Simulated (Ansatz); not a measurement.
Input file:

```
crystal:
  periodic: [false, false, false]
  atoms:
    - {symbol: B, position_ang: [-0.903426, -0.393010, -1.064670]}
    - {symbol: Cl, position_ang: [0.471400, -1.334831, 1.347741]}
    - {symbol: F, position_ang: [-0.125126, -0.266624, -2.138270]}
    - {symbol: Si, position_ang: [-0.354924, 0.532014, 0.708500]}
    - {symbol: H, position_ang: [-1.880714, -1.080870, -1.176511]}
basis:
  gaussian: {orbitals: def2-TZVPD}
magnetization: {spin_polarized: false}
hamiltonian: {xc: {name: PBE0}}
output: {forces: true, orbitals: {seedname: orbitals}}
```

Run with:

```sh
ansatz run input.yaml --threads 2 --pin off --max-ram 4350MiB --events-out events.jsonl --progress --plain --runs-dir runs
```

Geometry: B3LYP-D3(BJ)/6-311G**.

The calculation used Ansatz, isolated molecule in a Gaussian basis; Kohn-Sham density functional theory, functional PBE0.

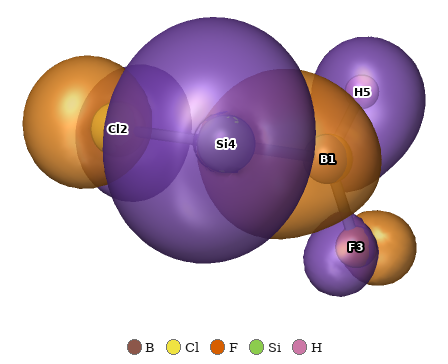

BClFHSi. The HOMO at ±0.08 Å⁻³ᐟ² (orange and purple are the two phases), seen at an oblique angle.

> Where does this orbital lie, and at what energy?

Its weight (Hirshfeld) is mainly on Si4 (about 55 %), B1 (about 20 %) and Cl2 (about 15 %). Its energy is −6.61 eV.
